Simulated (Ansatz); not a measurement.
Re, pressure series

The parent structure is Re in the hcp (Mg type) structure (space group P6_3/mmc, No. 194; a = 2.775 Å, c = 4.483 Å).

Cell and atoms are relaxed at each pressure.

Method: plane-wave PAW DFT at the PBE level (Ansatz, a first-principles code, 420 eV), no spin-orbit coupling.

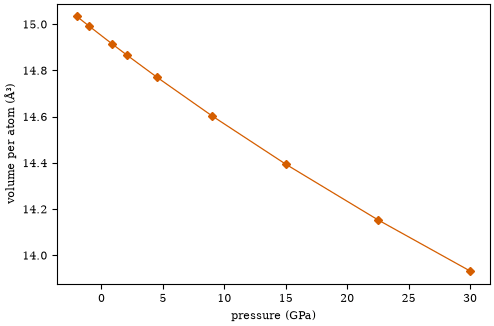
Figure: Volume against pressure

Q: Estimate the zero-pressure bulk modulus from the plot.

A: About 360 GPa; a third-order Birch–Murnaghan fit to the points gives V₀ = 14.95 Å³/atom, B₀ = 364 GPa and B₀′ = 4.4.

Load acts through the strain it causes; cell and atoms are relaxed under it. No phonon test of stability was made. Competing high-pressure phases were not computed. All final runs are without spin polarisation.
